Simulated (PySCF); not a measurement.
C₆H₇BO₂ (charge −1, doublet)

```json
{"atom": "O", "x (Å)": "-2.9432", "y (Å)": "0.2339", "z (Å)": "0.0441"}
{"atom": "B", "x (Å)": "-1.8182", "y (Å)": "-0.4745", "z (Å)": "0.5653"}
{"atom": "O", "x (Å)": "-2.1990", "y (Å)": "-1.5211", "z (Å)": "1.4879"}
{"atom": "C", "x (Å)": "-0.4101", "y (Å)": "-0.1849", "z (Å)": "0.2140"}
{"atom": "C", "x (Å)": "0.8095", "y (Å)": "-0.7882", "z (Å)": "0.6447"}
{"atom": "C", "x (Å)": "1.8719", "y (Å)": "-0.0871", "z (Å)": "-0.0875"}
{"atom": "C", "x (Å)": "1.4642", "y (Å)": "1.3601", "z (Å)": "-0.3032"}
{"atom": "C", "x (Å)": "0.0872", "y (Å)": "0.8767", "z (Å)": "-0.7140"}
{"atom": "C", "x (Å)": "1.3457", "y (Å)": "0.4265", "z (Å)": "-1.4312"}
{"atom": "H", "x (Å)": "-3.7205", "y (Å)": "-0.1568", "z (Å)": "0.4406"}
{"atom": "H", "x (Å)": "-1.3932", "y (Å)": "-1.9323", "z (Å)": "1.7914"}
{"atom": "H", "x (Å)": "0.9475", "y (Å)": "-1.7281", "z (Å)": "1.1555"}
{"atom": "H", "x (Å)": "2.9256", "y (Å)": "-0.3445", "z (Å)": "0.0179"}
{"atom": "H", "x (Å)": "1.9339", "y (Å)": "2.3211", "z (Å)": "-0.1870"}
{"atom": "H", "x (Å)": "-0.6068", "y (Å)": "1.5533", "z (Å)": "-1.2019"}
{"atom": "H", "x (Å)": "1.6978", "y (Å)": "0.4549", "z (Å)": "-2.4480"}
```

Geometry: GFN2-xTB.

All numbers below come from UKS B3LYP, pcH-1 on B C H O, non-relativistic, mean-field spin-orbit, GIAO in PySCF.

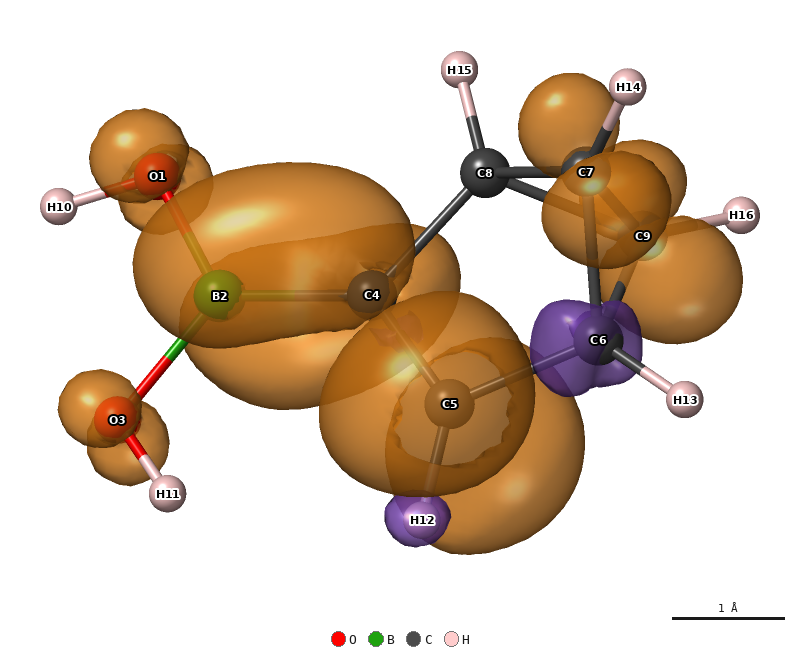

Figure 1. Isosurfaces of the spin density at +0.015 (orange) and −0.015 e/Å³ (purple), seen at a tilt.

Which atoms carry the spin?

Answer. The unpaired spin (1 electron) lies mostly on C5 (about 0.4), C4 (about 0.2) and B2 (about 0.2), in electrons by Hirshfeld's partition.

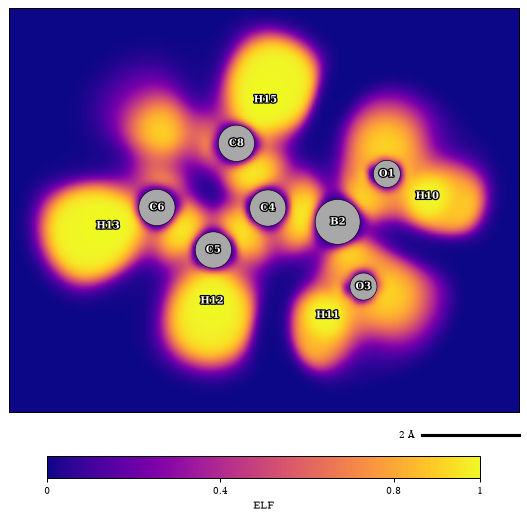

Figure 2. ELF on the plane of atoms B2, C4 and C8. Grey discs cover the atomic cores.

Describe what can be read from this map.

Answer. Atoms in the plane: O, B, C and H. C–C (1.43 Å): the ELF peaks at about 0.95 between the atoms: a covalent bond. B–O (1.43 Å): the ELF peaks at about 0.90 between the atoms; a polar covalent bond. C–B (1.48 Å): the ELF peaks at about 0.95 between the atoms: localised, covalent bonding. O–H (0.95 Å): the ELF climbs to about 1 towards the hydrogen, as it does in any bond to H: a covalent bond by its length. C–C (1.47 Å): the ELF peaks at about 0.95 between the atoms, as expected for a covalent bond. The ELF also peaks beside O3 and O1, away from the bonds: non-bonding electrons, paired or unpaired.
